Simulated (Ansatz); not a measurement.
C₆H₁₁NSi (SMILES C=C[Si](N)(C=C)C=C)

```xyz
19

C    -1.9475   -0.1032   -1.9227
C    -1.6438    0.4221   -0.7385
Si   -0.0467    0.0871    0.1626
N    -0.4442   -0.7918    1.5842
C     0.7722    1.6812    0.6738
C     0.7123    2.1739    1.9083
C     1.1174   -0.8071   -0.9925
C     1.4692   -2.0798   -0.8316
H    -2.8854    0.1082   -2.4300
H    -1.2644   -0.7737   -2.4376
H    -2.3669    1.0909   -0.2720
H    -1.2043   -1.4506    1.5756
H     0.2580   -1.0406    2.2615
H     1.3307    2.2444   -0.0739
H     0.1665    1.6585    2.6939
H     1.1969    3.1061    2.1872
H     1.5441   -0.2664   -1.8382
H     2.1545   -2.5886   -1.5047
H     1.0813   -2.6706   -0.0053
```

Geometry: PBE0-D4/def2-TZVP.

Method: RKS PBE0-D4/def2-TZVPP in Ansatz 0.2.0.

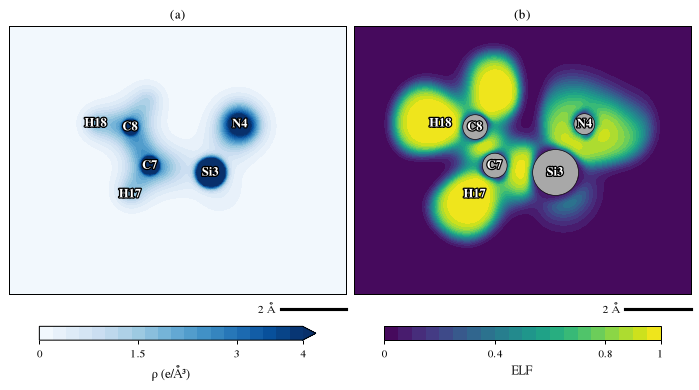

Figure 1. (a) total electron density; (b) ELF on the plane of atoms N4, Si3 and C7. Grey discs cover the atomic cores in the ELF map.

What do the fields say about this system?

Answer.
- Atoms in the plane: Si, N, C and H.
- C–C (1.33 Å): the density is about 2.4 e/Å³ at the midpoint; the ELF peaks at about 0.95 between the atoms: a short, multiple covalent bond.
- Si–N (1.72 Å): ρ is about 1.1 e/Å³ halfway; the ELF peaks at about 0.90 between the atoms: a shared but strongly polarised pair.
- C–Si (1.87 Å): ρ is about 0.99 e/Å³ halfway; the ELF peaks at about 0.95 between the atoms (localised, covalent bonding).
- C–H (1.09 Å): the density is about 2 e/Å³ at the midpoint; the ELF climbs to about 1 towards the hydrogen, as it does in any bond to H (a covalent bond by its length).
- The ELF also peaks beside N4, away from the bonds: lone-pair regions.

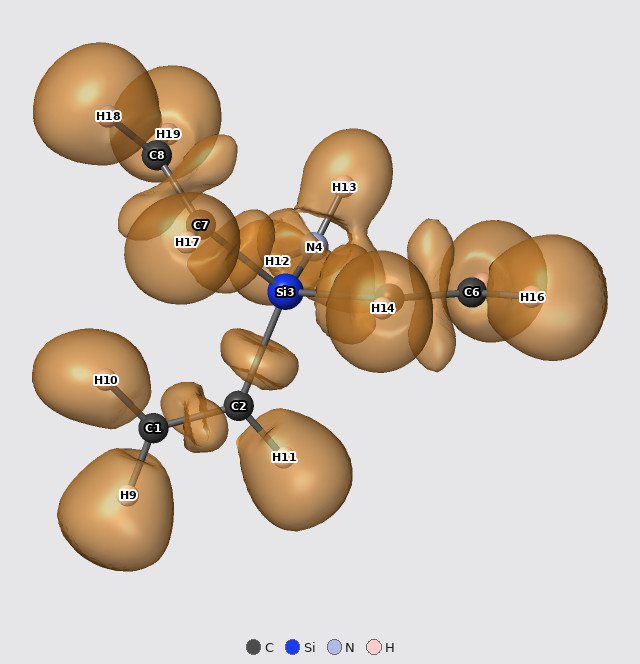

Figure 2. Isosurface of the electron localisation function at 0.8 (orange), seen across its widest extent. Only the valence region is drawn (cores and ρ < 0.01 e/Å³ removed).

Describe the localisation domains.

Answer. At this value the surface marks out three regions between bonded C–C atoms (shared pairs), three regions between bonded C–Si atoms (shared pairs), nine regions around hydrogen nuclei and one joined region spread over several atoms (H, N), in which their bonds and any lone pairs are merged.

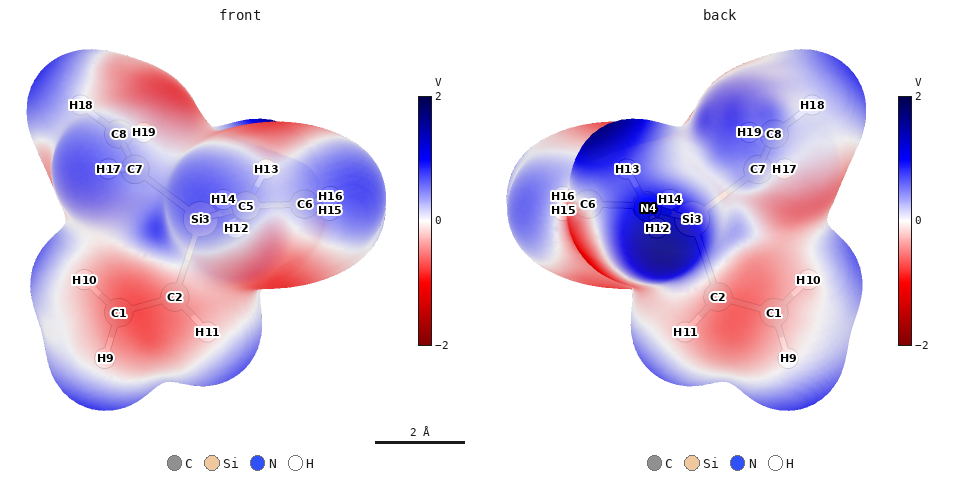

Figure 3. The molecular electrostatic potential painted on the density surface at 0.002 e/bohr³, seen from the front and from behind; the colour scale runs from red (negative) to blue (positive).

Which sites attract a positive test charge, and which a negative one?

Answer. A positive charge is drawn to the negative regions and a negative charge to the positive ones. The most negative region (about −1.1 V) lies over N4, the most positive (about +1.6 V) over H12 and H13. N4 is the likeliest acceptor of a hydrogen bond.

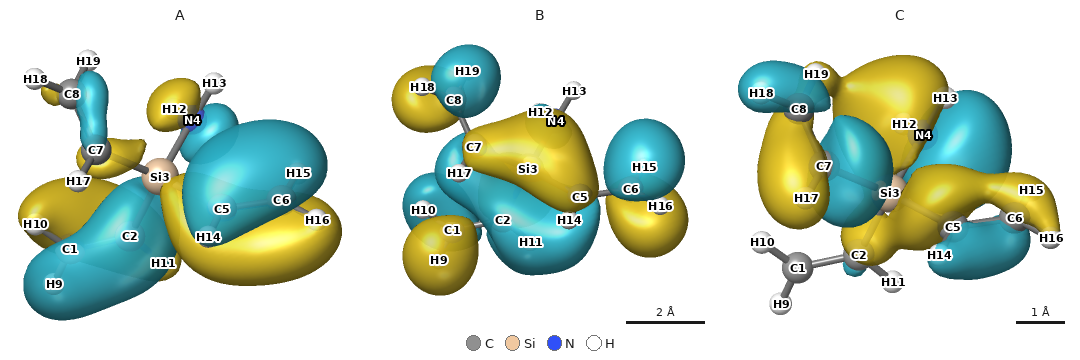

Figure 4. Three frontier orbitals at ±0.06 Å⁻³ᐟ² (yellow and cyan are the two phases), in no order.

Which picture is the HOMO−1, the HOMO and the LUMO?

Answer. A is the HOMO−1 (−7.59 eV). Its weight (Hirshfeld) is mainly on C6 (about 25 %), C5 (about 25 %), C2 (about 15 %), C1 (about 15 %) and Si3 (about 5 %). C is the HOMO (−7.25 eV). By Hirshfeld shares it lies mainly on N4 (about 50 %), C7 (about 10 %) and Si3 (about 10 %). B is the LUMO (−0.67 eV). Its weight (Hirshfeld) is mainly on C6 (about 20 %), C5 (about 15 %), C1 (about 15 %), Si3 (about 15 %), C2 (about 10 %) and C8 (about 10 %).

What is the HOMO–LUMO gap?

Answer. 6.58 eV between the orbital energies.
